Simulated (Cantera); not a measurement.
A closed system holds: 1 mol B2O3, 0.15 mol NH3, 9.5 mol N2, at 0.270 bar.

These are equilibrium values from Cantera (NASA tables, ideal gas, pure condensed phases), not measurements of a reactor. Candidate condensed phases: B, BN, B2O3, B3O3H3, H2O; 39 gas species. Mutual solubility and eutectic melting of coexisting phases are not modelled. Equilibrium is a limit: real reactors are often held back by kinetics, nucleation or transport.

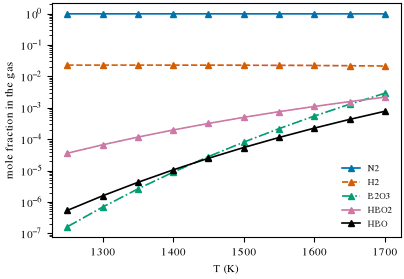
Figure: Equilibrium gas composition (values under 1e-9 drawn at 1e-9)

Problem. Read off the mole fractions at 1400 K.

Solution. N2 about 0.98, H2 about 0.023, HBO2 about 0.00020, HBO about 1.1e-5, B2O3 about 8.9e-6.
